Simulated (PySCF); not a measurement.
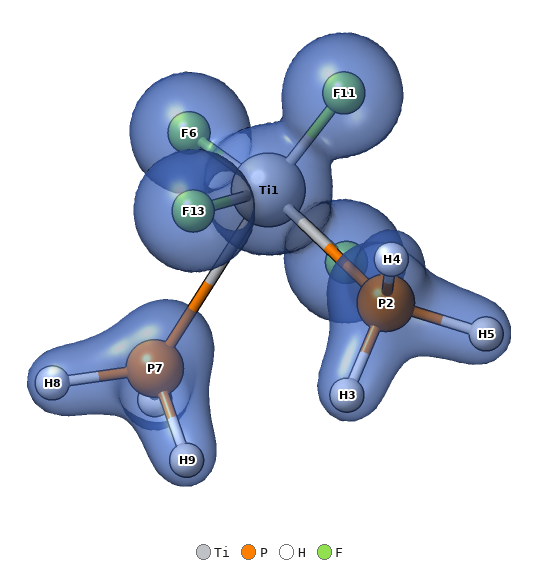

*F$_{4}$H$_{6}$P$_{2}$Ti (cis-Ti(PH3)2F4). Isosurface of the total electron density at 0.6 e/Å³ (blue), seen at an oblique angle.*

Geometry: PBE0-D3(BJ)/def2-SVP.

Theory: PySCF 2.14.0, CAM-B3LYP/def2-SVPD, SCF density, gas phase.

Input

```
{"job": {"kind": "uv", "xc": "CAM-B3LYP", "basis": "def2-SVPD", "ip": false, "nstates": 15}, "charge": 0, "multiplicity": 1}
Ti    -0.612189    -0.049270    -1.311546
P     -1.638300     0.034679     1.485842
H     -0.726559    -0.298277     2.526092
H     -2.601896    -0.957921     1.810322
H     -2.268138     1.109124     2.171873
F      0.132971    -0.197959    -2.871160
P      2.177623     0.035271    -0.362605
H      3.122337    -1.018761    -0.490609
H      2.395124     0.271099     1.023338
H      3.019647     1.080202    -0.829115
F     -2.300401    -0.040971    -1.709473
F     -0.294181     1.621920    -0.842263
F     -0.375378    -1.641236    -0.578507
```

Run with:

```sh
OMP_NUM_THREADS=1 python probes_run.py task.json out
```

Which contacts does the surface bridge?

Answer. At this value the surface falls into three separate pieces. It bridges the sampled Ti–F (1.73 Å) and P–H (1.42 Å) contacts, where the density stays above the isovalue. It is pinched off along the sampled Ti–P (2.95 Å) contacts. On the grid the lowest density along these lines, outside the cores, is 1.1 e/Å³ (Ti–F, 1.73 Å), 0.15 e/Å³ (Ti–P, 2.95 Å) and 1.1 e/Å³ (P–H, 1.42 Å).
